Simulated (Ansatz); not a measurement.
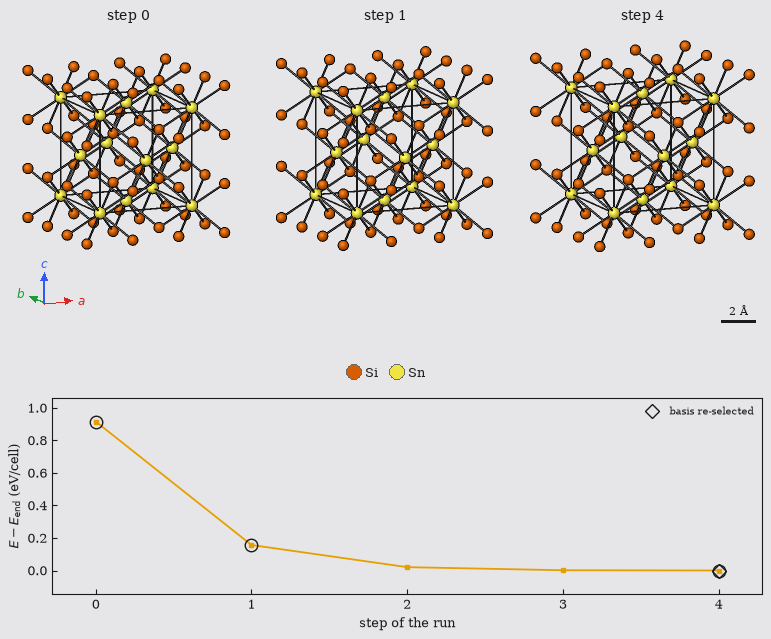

Frames of a relaxation of crystalline Si2Sn (built on the fluorite_225 type) (coarse preliminary run), marked on the history of the run. The picture is a ball-and-stick view of the conventional cell (4 times the calculation's cell), seen slightly off an axis. Lengths and directions refer to the drawn axes.

Case: fluorite type (Fm-3m, No. 225).

Method: DFT r2SCAN, scalar-relativistic, plane waves, PAW in Ansatz.

Input
```yaml
crystal:
  lattice:
    - [0.0, 3.0061132044, 3.0061132044]
    - [3.0061132044, 0.0, 3.0061132044]
    - [3.0061132044, 3.0061132044, 0.0]
  atoms:
    - { symbol: Si, position: [0.25, 0.25, 0.25] }
    - { symbol: Si, position: [0.75, 0.75, 0.75] }
    - { symbol: Sn, position: [0.0, 0.0, 0.0] }
basis:
  ecutwfc: 500
kpoints:
  mp_grid: { grid: [6, 6, 6] }
hamiltonian:
  xc: r2scan
scf:
  occupations: { method: gaussian, width: 0.1 }
  lower_state_search: "off"
output:
  forces: true
  stress: true
  eigenvalues: true
relax:
  adjacent_minimum: "off"
  f_tol: 0.04
  max_steps: 70
  cell: { stress_tol: 0.4 }
```

Command:
```bash
ansatz run input.yaml --threads 1 --pin off --max-ram 2560MiB --backend cpu --events-out ev --progress --plain --runs-dir out
```

Q: Describe the path.

A: The energy falls by 0.916 eV per cell of the calculation in 3 accepted moves (4 points after the start). All forces vanish by symmetry, so only the cell relaxes. Pressure: 24.21 GPa at the start and 0.30 GPa at the end. The SCF was repeated once at an unchanged geometry on a basis and grid sized afresh for the cell, which shifted the energy by 1.6 meV per cell of the calculation at most. The atoms keep their places relative to the cell (all moves are under 0.005 Å). The drawn cell changes as follows: a = b = c 6.012 → 6.524 Å (+8.5 %); the volume changes by +27.8 %. Near-neighbour distances that change, for instance: Si1–Sn3 2.603 → 2.825 Å. The space group stays Fm-3m (No. 225). From step 0 to 1: volume +15.0 %, energy −0.759 eV per cell of the calculation. From step 1 to 4: volume +11.1 %, energy −0.157 eV per cell of the calculation.
